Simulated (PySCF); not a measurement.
# [AsS2]-: structure of the singlet

The task is one start of a wider search on [AsS2]-: the singlet, from a bent start. It is relaxed, tested by its Hessian and followed downhill if it is a saddle.

Program: PySCF 2.14.0. Level of theory: PBE0, basis As def2-TZVPD, S def2-TZVPD, no relativity, density fitting. These are calculated values, not measurements.

### Step 1. The system as given

3 atoms, charge -1, spin multiplicity 1.

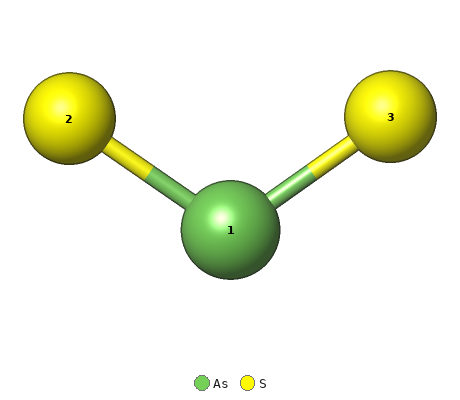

Start geometry, drawn with arsenic green, sulfur yellow; atoms are numbered from 1 in the order of the file.

```xyz
3
charge -1 multiplicity 1
As    0.0000    0.0000    0.0000
S     1.7038    0.0000    1.1930
S    -1.7038    0.0000    1.1930
```

### Step 2. First SCF at the start

The steps below are one call of a driver around PySCF. For each, scf.py gives the equivalent set-up of the SCF; relaxations use the driver's own optimiser. After this first run the driver tries any further starts and a stability analysis.

Input file scf.py:

```python
from pyscf import gto, scf, dft
mol = gto.M(atom='''
As     0.000000     0.000000     0.000000
S      1.703800     0.000000     1.193000
S     -1.703800     0.000000     1.193000''',
    basis={'As': 'def2-TZVPD', 'S': 'def2-TZVPD'},
    charge=-1, spin=0)
mf = dft.RKS(mol, xc='PBE0')
mf.grids.atom_grid = (50, 194)
aux = {'As': 'def2-universal-JKFIT', 'S': 'def2-universal-JKFIT'}
mf = mf.density_fit(auxbasis=aux)
mf.conv_tol = 1e-08
mf.diis_space = 10
mf.max_cycle = 60
mf.init_guess = 'minao'
mf.verbose = 4
mf.kernel()
```

Launch:

```
$ OMP_NUM_THREADS=2 python axn.py task.json out
```

Output:

```text
init E= -3031.28018086613
  HOMO = -0.262608573764631  LUMO = -0.153217878420822  gap/eV = 2.97667
cycle= 1 E= -3031.76995315216  delta_E= -0.49  |g|= 0.61  |ddm|= 1.86
  HOMO = 0.0246823071889907  LUMO = 0.098921618481242  gap/eV = 2.02015
cycle= 2 E= -3031.62943119448  delta_E= 0.141  |g|= 0.964  |ddm|= 1.37
  HOMO = -0.0421416377872589  LUMO = 0.0881337479289641  gap/eV = 3.54497
cycle= 3 E= -3031.85003488954  delta_E= -0.221  |g|= 0.136  |ddm|= 0.857
  HOMO = -0.0584233899265447  LUMO = 0.0693797744026732  gap/eV = 3.47770
cycle= 4 E= -3031.85609862861  delta_E= -0.00606  |g|= 0.0494  |ddm|= 0.173
  HOMO = -0.0568195115987837  LUMO = 0.0727240425563913  gap/eV = 3.52506
cycle= 5 E= -3031.85683137316  delta_E= -0.000733  |g|= 0.00938  |ddm|= 0.0434
  HOMO = -0.0576400011882873  LUMO = 0.0724163171579022  gap/eV = 3.53901
cycle= 6 E= -3031.85685735801  delta_E= -2.6e-05  |g|= 0.0023  |ddm|= 0.00922
  HOMO = -0.0574541023077585  LUMO = 0.0726250743977523  gap/eV = 3.53963
cycle= 7 E= -3031.85685877445  delta_E= -1.42e-06  |g|= 0.000289  |ddm|= 0.00265
  HOMO = -0.0575154529675784  LUMO = 0.0725656780188544  gap/eV = 3.53969
cycle= 8 E= -3031.8568588054  delta_E= -3.1e-08  |g|= 6.91e-05  |ddm|= 0.000583
  HOMO = -0.0575069567589264  LUMO = 0.0725722549997521  gap/eV = 3.53964
cycle= 9 E= -3031.85685880695  delta_E= -1.54e-09  |g|= 2.21e-05  |ddm|= 0.000149
  HOMO = -0.0575086278553495  LUMO = 0.0725716818937201  gap/eV = 3.53967
Extra cycle  E= -3031.85685880695  delta_E=    0  |g|= 2.14e-05  |ddm|= 4.14e-05
converged SCF energy = -3031.85685880695
```

This step, with its further starts and checks, needed 7.8 s of wall time on 2 threads of Intel Xeon Platinum 8275CL at 3.00GHz (Skylake/Cascade Lake), shared host.

The test of internal stability found no lower closed-shell solution.

### Step 3. Relaxation: bent start, singlet

The program finds C2v symmetry in the start, which this walk keeps.

scf.py: that of step 2 with these lines changed.

```diff
@@ -3,3 +3,3 @@
-As     0.000000     0.000000     0.000000
-S      1.703800     0.000000     1.193000
-S     -1.703800     0.000000     1.193000''',
+As     0.000000     0.000000    -0.549346
+S      1.703800     0.000000     0.643654
+S     -1.703800     0.000000     0.643654''',
@@ -15 +14,0 @@
-mf.init_guess = 'minao'
```

The optimiser's trace:

```
step   energy (Eh)  change (kJ/mol)  largest symmetric gradient (Eh/bohr)
   0  -3031.856859             0.00                               0.01110
   1  -3031.857740            -2.31                               0.00154
   2  -3031.857790            -2.45                               0.00005
```

The walk took 8.8 s.

Geometry (Å) and forces (eV/Å) at some steps:

```
step 0
As   0.000   0.000  -0.549   0.000   0.000  -0.274
S    1.704   0.000   0.644   0.571   0.000   0.137
S   -1.704   0.000   0.644  -0.571   0.000   0.137
step 1
As   0.000   0.000  -0.532   0.000   0.000   0.042
S    1.745   0.000   0.635   0.079   0.000  -0.021
S   -1.745   0.000   0.635  -0.079   0.000  -0.021
step 2
As   0.000   0.000  -0.522   0.000   0.000   0.000
S    1.758   0.000   0.630   0.002   0.000   0.000
S   -1.758   0.000   0.630  -0.002   0.000   0.000
```

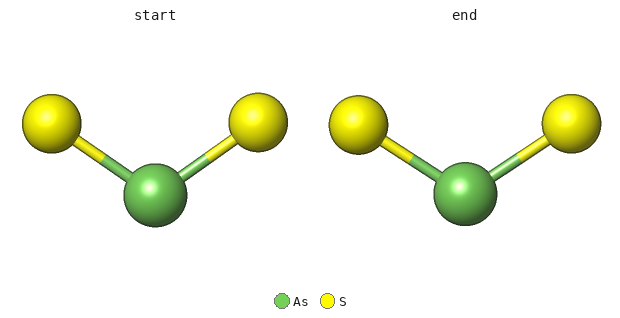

Start and end of the relaxation.

After 2 steps and 2.4 kJ/mol it ends at C2v: As–S 2.102 Å (×2); S–As–S 113.5°.

### Step 4. Is it a minimum? Harmonic modes

On the finer grid the gradient is checked again; gradients at displacements of ±0.02 bohr then give force constants and infrared intensities.

scf.py: that of step 3 with these lines changed.

```diff
@@ -3,3 +3,3 @@
-As     0.000000     0.000000    -0.549346
-S      1.703800     0.000000     0.643654
-S     -1.703800     0.000000     0.643654''',
+As     0.000000     0.000000    -0.530000
+S      1.758944     0.000000     0.621335
+S     -1.758944     0.000000     0.621335''',
@@ -9 +9 @@
-mf.grids.atom_grid = (50, 194)
+mf.grids.atom_grid = (75, 302)
@@ -12 +12 @@
-mf.conv_tol = 1e-08
+mf.conv_tol = 1e-10
```

This SCF starts from the last density.

Log of the central SCF (cycles and frontier levels):

```text
init E= -3031.8577792549
  HOMO = -0.0567480507422223  LUMO = 0.0695651442314578  gap/eV = 3.43716
cycle= 1 E= -3031.8577792549  delta_E= -6.37e-12  |g|= 1.69e-06  |ddm|= 2.42e-06
  HOMO = -0.0567482677089902  LUMO = 0.0695648427717401  gap/eV = 3.43715
Extra cycle  E= -3031.85777925489  delta_E= 1.18e-11  |g|= 2.69e-06  |ddm|= 3.5e-06
converged SCF energy = -3031.85777925489
```

The whole step took 41 s.

Geometry: C2v; As–S 2.102 Å (×2); S–As–S 113.6°.

Harmonic modes (main isotopes):

```tsv
symmetry	ω (cm⁻¹)	IR (km/mol)	type
a1	191	3.6	bend
a1	486	14.8	stretch
b2	491	206	stretch
```

All wavenumbers are real: a minimum.

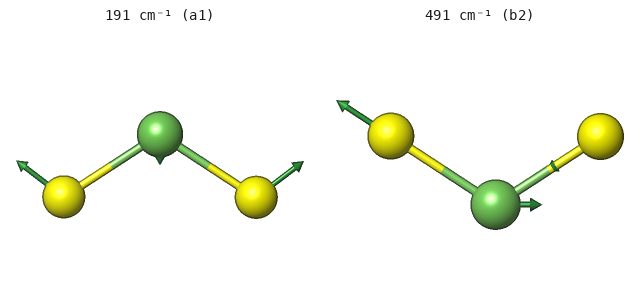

Displacements of 2 of the modes, as arrows (one member where a mode is degenerate).

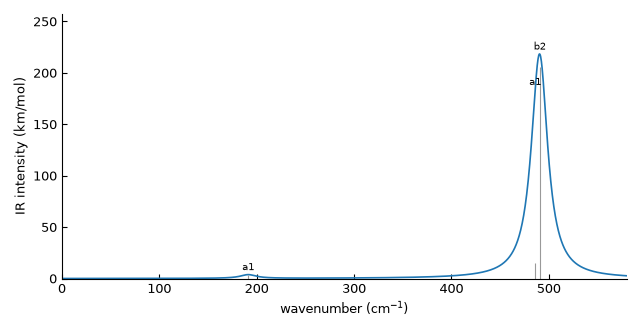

The harmonic infrared spectrum (widths in cm⁻¹). Lines are broadened to a width of 20 cm⁻¹ (Lorentzian).

Constants and moments:

* Dipole moment about the centre of mass: 2.49 D
* Highest occupied level: -1.54 eV
* Lowest empty level: 1.89 eV
* Rotational constants: 0.3686, 0.08521, 0.06921 cm⁻¹
* Zero-point energy: 7.0 kJ/mol
* Principal polarisabilities: 68.4, 87.7, 145.2 bohr³
* Principal traceless quadrupole moments about the centre of mass: -15.97, 4.22, 11.76 D Å
* Entropy at 298.15 K and 1 bar: 288.9 J/(mol K)
* Heat capacity Cp at 298.15 K: 51.7 J/(mol K)
* Enthalpy at 298.15 K above 0 K: 12.65 kJ/mol
* Rotational symmetry number: 2

Populations by atom (charges in e):

| atom | Mulliken | Löwdin | polar tensor | Mayer order to As1 |
| --- | --- | --- | --- | --- |
| As1 | 0.24 | -0.15 | 0.70 | – |
| S2,3 | -0.62 | -0.43 | -0.85 | 1.68 |

Outer orbital energies (eV). occupied: -13.78, -9.35, -4.89, -4.09, -3.90, -2.12, -1.79, -1.54; empty: 1.89, 3.68, 3.71, 4.40.

Mulliken populations on As1: s 7.80, p 14.61, d 10.32, f 0.03.

### Step 5. Stability of the closed shell

At the lowest minimum the closed shell is tested against spin polarisation, on the (50, 194) grid. It is stable.

### Step 6. Density, ELF and potential

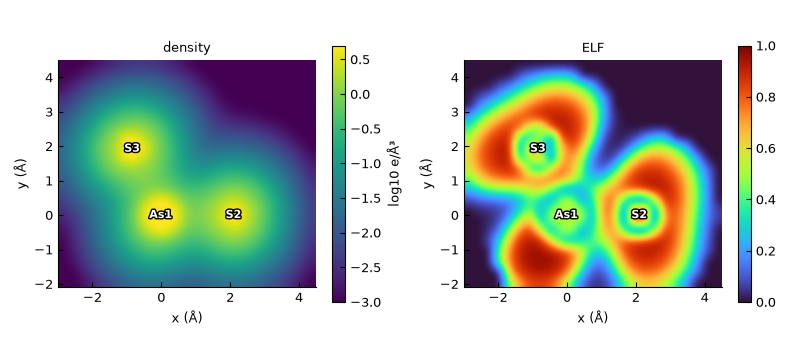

The plane holds As1 at (0.00, 0.00), S2 at (2.10, 0.00), S3 at (-0.84, 1.93) Å. ELF is set to 0 where the density is under 0.005 e/Å³; an orbital's overall sign is arbitrary.

Orbitals, density, ELF and potential are computed afterwards from the orbital file.

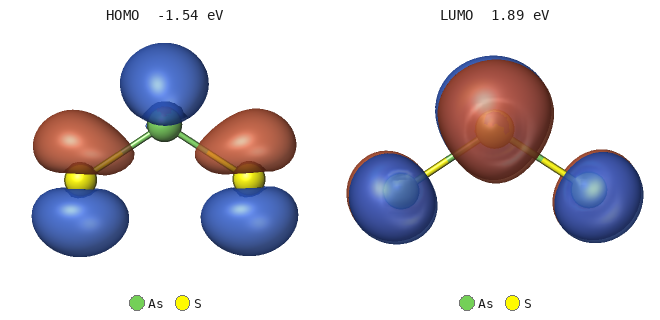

Frontier orbitals at PBE0; each surface holds 70 % of the orbital's density, blue and red mark the sign.

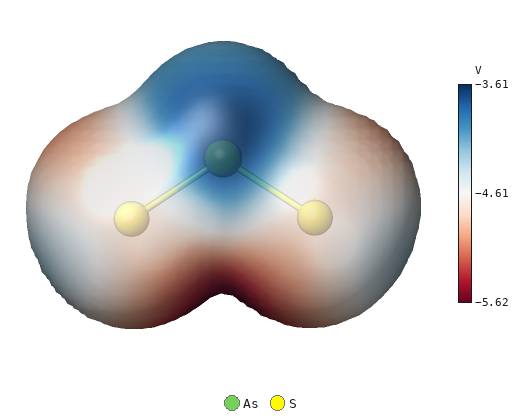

Electrostatic potential on the surface of density 0.002 e/bohr³; red is low, blue high. It runs, from the 1st to the 99th percentile, from -5.62 V near S3 to -3.61 V near As1.

Along As1–S2 (2.102 Å) the density is least, 0.91 e/Å³, about 0.95 Å from As1; ELF there is 0.63.

Making the fields needed 2 s of wall time on 2 threads of Intel Xeon Platinum 8275CL at 3.00GHz (Skylake/Cascade Lake), shared host.

### Step 7. Outcome

```
                            quantity                             value
                             minimum                      singlet, C2v
                            geometry  As–S 2.102 Å (×2); S–As–S 113.6°
                  wavenumbers (cm⁻¹)      191 (a1), 486 (a1), 491 (b2)
      dipole moment (centre of mass)                            2.49 D
highest occupied, lowest empty level                    -1.54, 1.89 eV
          polar-tensor charge of As1                           +0.70 e
                   zero-point energy                        7.0 kJ/mol
                 entropy at 298.15 K                   288.9 J/(mol K)
```

The bent start keeps its C2v symmetry and ends in a minimum. The strongest infrared band lies at 491 cm⁻¹ (b2, stretch). Only this shape and spin were tried, so other structures or states may lie lower.

The search up to here took 63 s.
